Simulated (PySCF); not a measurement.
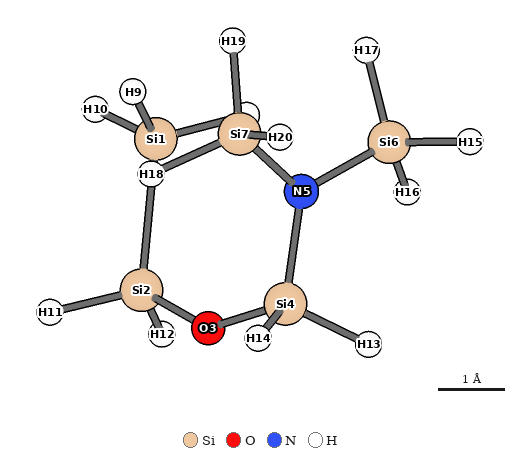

Figure 1. The structure (ball-and-stick view, seen at a tilt; atoms are numbered from 1 in the order of the input). Bond lengths as drawn: H–Si 1.49 to 1.50 Å, N–Si 1.75 to 1.76 Å, O–Si 1.65 to 1.66 Å and Si–Si 2.35 Å.

# Excited-state calculation of Si5NH13O

The run: excited-state calculation of Si5NH13O, SMILES [SiH3][SiH2]O[SiH2]N([SiH3])[SiH3]. Method and program: TDDFT wB97X-D/def2-SVPD, vertical, gas phase, core orbitals frozen in the response (PySCF 2.14.0).

The geometry comes from this level: PBE0-D3(BJ)/def2-SVP. It belongs to a series of runs on one base structure; here: H on Si replaced by N(SiH3)2.

Log:
```
coarse grid: 18328 points
cycle   1  E = -1584.4345720416  dE =  4.987e-02  |g| = 8.044e-01  |ddm| = 5.772e+00
cycle   2  E = -1584.3762785675  dE =  5.829e-02  |g| = 1.004e+00  |ddm| = 2.179e+00
cycle   3  E = -1584.5694306981  dE = -1.932e-01  |g| = 7.191e-02  |ddm| = 9.888e-01
cycle   4  E = -1584.5705236612  dE = -1.093e-03  |g| = 4.196e-02  |ddm| = 2.149e-01
cycle   5  E = -1584.5708873846  dE = -3.637e-04  |g| = 1.140e-02  |ddm| = 8.356e-02
cycle   6  E = -1584.5709227792  dE = -3.539e-05  |g| = 1.416e-03  |ddm| = 2.976e-02
cycle   7  E = -1584.5709238965  dE = -1.117e-06  |g| = 4.156e-04  |ddm| = 8.311e-03
final grid: 151672 points
cycle   8  E = -1584.7816774840  dE = -6.987e-05  |g| = 6.445e-03  |ddm| = 1.325e-01
cycle   9  E = -1584.7816762831  dE =  1.201e-06  |g| = 6.986e-03  |ddm| = 2.548e-02
cycle  10  E = -1584.7816866664  dE = -1.038e-05  |g| = 6.242e-04  |ddm| = 9.684e-03
cycle  11  E = -1584.7816867886  dE = -1.223e-07  |g| = 2.070e-04  |ddm| = 1.872e-03
cycle  12  E = -1584.7816868004  dE = -1.171e-08  |g| = 1.117e-04  |ddm| = 6.705e-04
cycle  13  E = -1584.7816868032  dE = -2.803e-09  |g| = 2.012e-05  |ddm| = 2.111e-04
cycle  14  E = -1584.7816868034  dE = -2.060e-10  |g| = 4.875e-06  |ddm| = 5.896e-05
```

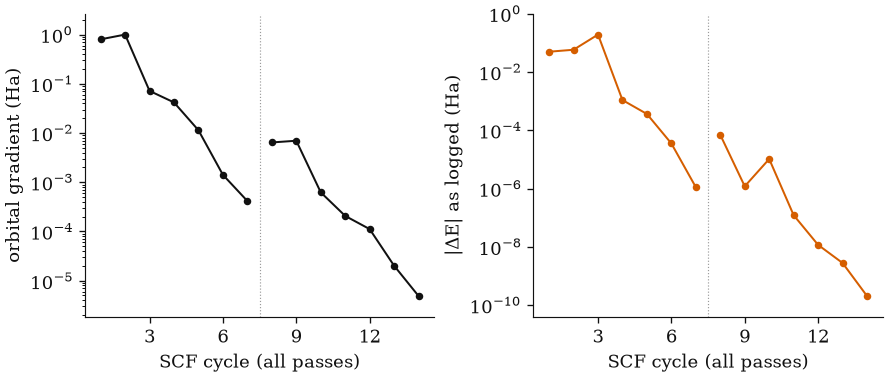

Figure 2. Convergence of the self-consistent field: orbital gradient and size of the energy change against the SCF cycle. The dotted line marks the change from a coarse to the final integration grid. The first 7 cycles use a coarse grid, the final grid takes over at cycle 8, and the field converges after 14 cycles in all.

```
converged SCF energy = -1584.7816868034

Static polarisability (au): isotropic 142.200, principal 133.636 142.681 150.284

Singlet excitations
state   eV       nm        f      main configurations
  1   6.5564    189.1   0.01056   H-1->L 0.54, H-1->L+1 0.18, H->L 0.15
  2   6.5942    188.0   0.02756   H->L 0.49, H->L+1 0.29, H-1->L 0.13
  3   7.0825    175.1   0.00503   H->L+1 0.46, H->L+5 0.21, H->L 0.12
  4   7.2622    170.7   0.00256   H-2->L 0.67, H-2->L+1 0.15
  5   7.2888    170.1   0.02077   H-1->L+3 0.78, H-1->L+4 0.08
  6   7.6136    162.8   0.00284   H-1->L+2 0.54, H-1->L+4 0.14, H-1->L+6 0.10
  7   7.7447    160.1   0.11675   H-1->L+1 0.32, H-1->L+4 0.17, H-1->L 0.09
  8   7.8035    158.9   0.08065   H->L+8 0.36, H->L+2 0.32
  9   7.9050    156.8   0.05202   H->L+2 0.31, H->L+6 0.22, H->L+5 0.08
 10   7.9751    155.5   0.01671   H-2->L+1 0.23, H->L+7 0.13

Triplet excitations (Tamm-Dancoff, eV): 5.8702 6.2761 6.3924 6.8892
Vertical ionisation energy (delta-SCF) = 9.6553 eV
```

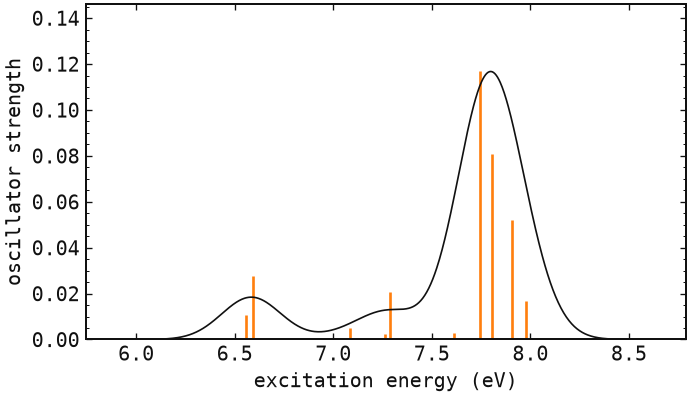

Figure 3. Computed excitations as sticks (degenerate states added up, dark ones marked on the axis), with a Gaussian envelope of 0.35 eV full width at half maximum, scaled to the tallest. Of the 10 states the lowest lies at 6.56 eV (f = 0.011); the strongest line is at 7.74 eV, or 160 nm (f = 0.117).

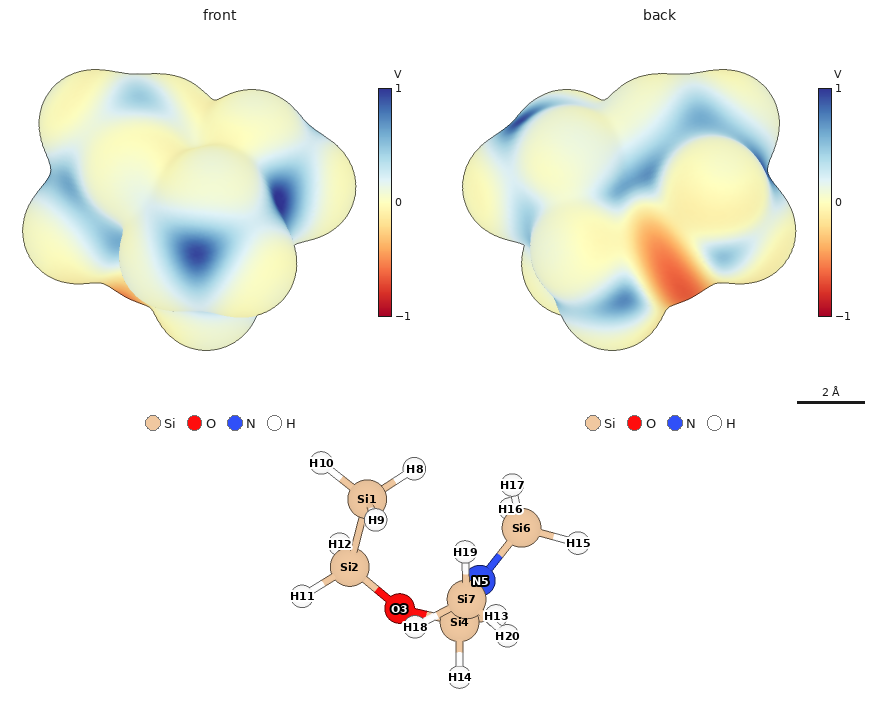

Figure 4. The electrostatic potential painted on the density surface at 0.001 e/bohr³, seen at a tilt and from behind; red is negative and blue positive. The bare structure is drawn below in the same view.

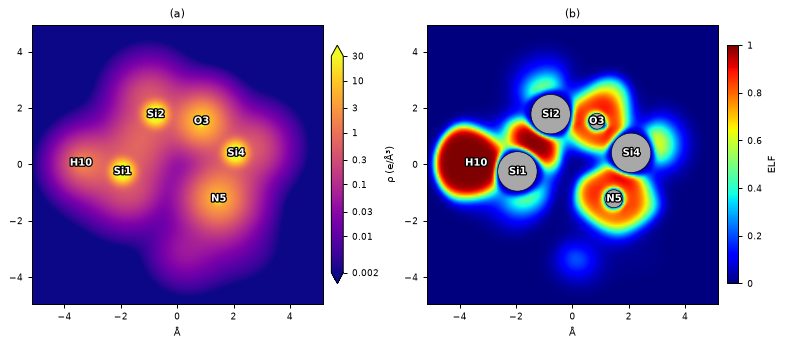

Figure 5. (a) total electron density; (b) electron localisation function on the plane of atoms Si2, Si1 and H10. Grey discs, where drawn, cover atomic cores. The section cuts through Si, O, N and H sites. Si–N (1.75 Å): ρ at the midpoint is about 1 e/Å³; the ELF peaks at about 0.90 between the atoms (a polar covalent bond). Si–H (1.50 Å): ρ at the midpoint is about 0.75 e/Å³; the ELF climbs to about 1 towards the hydrogen, as it does in any bond to H.

The run was set up as follows.

Input:
```
{"job": {"kind": "uv", "xc": "wB97X-D", "basis": "def2-SVPD", "ip": true}, "charge": 0, "multiplicity": 1}
Si     1.995158    -0.609759     1.178158
Si     2.413932     0.919649    -0.555911
O      1.026231     1.276877    -1.401473
Si    -0.589138     0.971650    -1.568952
N     -1.201196    -0.030076    -0.271991
Si    -1.452940    -1.750327    -0.539780
Si    -1.807373     0.765839     1.176811
H      1.453675    -1.893851     0.636457
H      1.032148    -0.055222     2.177834
H      3.284507    -0.904042     1.880385
H      2.974833     2.184844     0.007653
H      3.419917     0.341334    -1.498147
H     -0.810703     0.258757    -2.857292
H     -1.300604     2.279507    -1.543314
H     -2.819548    -2.036372    -1.077346
H     -0.443371    -2.231721    -1.528344
H     -1.296509    -2.479964     0.752470
H     -0.974619     1.978092     1.436793
H     -1.721408    -0.176658     2.330205
H     -3.231831     1.194362     1.021152
```

The first line tells a small driver script what to run in PySCF; the rest is the geometry in Å.

Run as:
```bash
OMP_NUM_THREADS=1 python <driver script> task.json out
```

Summary:

```json
{"quantity": "outcome", "value": "converged"}
{"quantity": "total energy", "value": "−1584.781687 hartree"}
{"quantity": "HOMO", "value": "−9.74 eV"}
{"quantity": "LUMO", "value": "1.23 eV"}
{"quantity": "dipole moment", "value": "0.45 D"}
{"quantity": "mean polarisability", "value": "142.20 a.u."}
{"quantity": "vertical ionisation energy", "value": "9.66 eV"}
{"quantity": "lowest singlet excitation", "value": "6.56 eV"}
{"quantity": "hardware", "value": "1 CPU thread, shared host"}
{"quantity": "wall time", "value": "7.7 min"}
{"quantity": "peak memory", "value": "1.3 GiB"}
```
